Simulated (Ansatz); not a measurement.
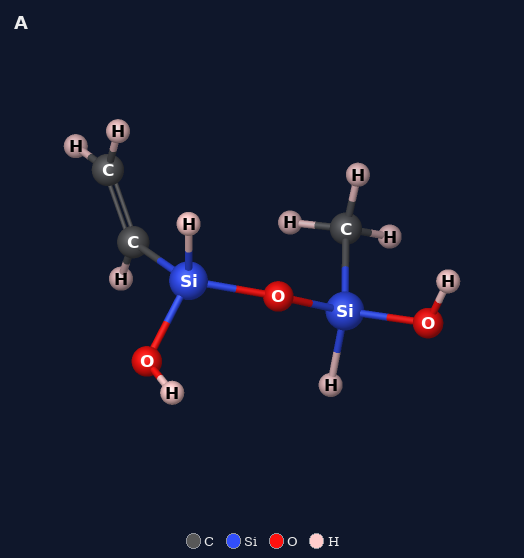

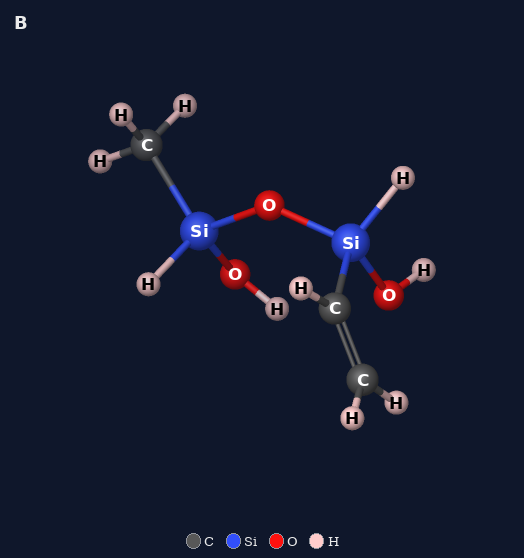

2 stationary structures of one formula. Geometries: PBE0-D4/def2-TZVP. Electronic energies: CCSD(T)/CBS (MP2 limit from def2-TZVPP and def2-QZVPP plus CCSD(T) − MP2) (Ansatz 0.2.0), without zero-point energy. No frequency run is at hand to confirm each as a minimum.

> How are they related?

They are conformers of C3H10O3Si2: `C=C[Si@@H](O)O[Si@@H](C)O`.

> Rank them by energy, lowest first.

B is lowest; A lies 4.9 kJ/mol above it.
